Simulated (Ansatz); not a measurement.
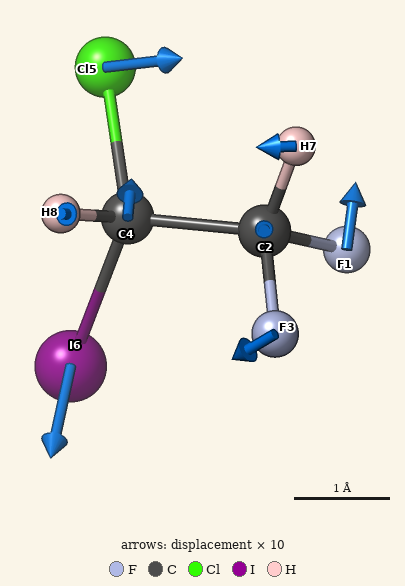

This is a relaxation of C₂H₂ClF₂I (coarse preliminary run). The starting structure is drawn; blue arrows show the displacements, 10 times their true length. The two geometries are superimposed by the best rigid fit.

A ball-and-stick model, seen at a tilt.

The start comes from a force field.

The calculation used Ansatz, RKS PBE-D4/def2-SVP.

Input file:
```yaml
crystal:
  periodic: [false, false, false]
  atoms:
    - {symbol: F, position_ang: [-0.476200, -1.543200, 0.698800]}
    - {symbol: C, position_ang: [0.345800, -0.751800, -0.032900]}
    - {symbol: F, position_ang: [1.539400, -0.770200, 0.592700]}
    - {symbol: C, position_ang: [-0.164700, 0.681900, -0.125800]}
    - {symbol: Cl, position_ang: [-1.726800, 0.770900, -1.141900]}
    - {symbol: I, position_ang: [-0.677100, 1.517700, 1.777500]}
    - {symbol: H, position_ang: [0.480300, -1.209700, -1.044200]}
    - {symbol: H, position_ang: [0.564300, 1.338800, -0.624300]}
basis:
  gaussian: {orbitals: def2-SVP}
hamiltonian: {xc: pbe, dispersion: d4}
relax: {f_tol: 0.03, max_steps: 200}
```

Command:
```bash
ansatz run in.yaml --threads 4 --pin off --events-out ev --progress --plain --max-ram 10444MiB
```

What did the optimiser do to the structure, and how much energy did it gain?

I6 moves most after the best rigid fit: 0.12 Å. Largest moves by element: I 0.12 Å, Cl 0.10 Å, F 0.07 Å, C 0.06 Å, H 0.04 Å. Near-neighbour distances that change, for instance: C4–Cl5 1.866 → 1.777 Å, C4–I6 2.141 → 2.186 Å, C2–F3 1.348 → 1.361 Å, C2–C4 1.525 → 1.531 Å. Bond angles that change, for instance: Cl5–C4–I6 105.4° → 112.8°, I6–C4–H8 109.2° → 104.8°, F1–C2–F3 106.2° → 109.0°. The energy falls by 0.141 eV in 6 geometry steps. The largest force component goes from 1.4 to 0.023 eV/Å. The run took 12 s on 4 threads of Arm Neoverse V2 (shared host).
